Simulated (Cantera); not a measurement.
Charge: 1 mol CHF₃, a varied amount of Si, equilibrated at 900 K and 12000 Pa.

Method: chemical equilibrium by Gibbs-energy minimisation in Cantera with the NASA 1993 tables (ideal gas, pure condensed phases). Candidate condensed phases: C, C₆H₆, C₇H₈, C₈H₁₈, Si, SiC; 113 gas species. The tables' values for SiF₃ are old estimates; treat these amounts as uncertain. Gases not in the tables: C₂F₆ and larger saturated fluorocarbons. The numbers say what is thermodynamically allowed, not how fast it happens.

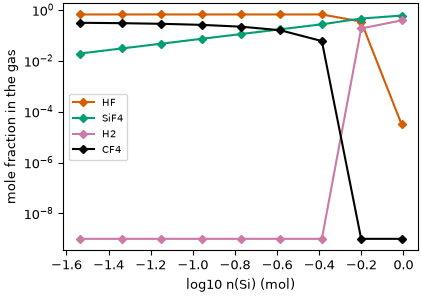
Equilibrium gas composition (values under 1e-9 drawn at 1e-9)

Problem. Read off the mole fractions at 0.071 mol Si.

Solution. HF about 0.67, CF₄ about 0.29, SiF₄ about 0.047.
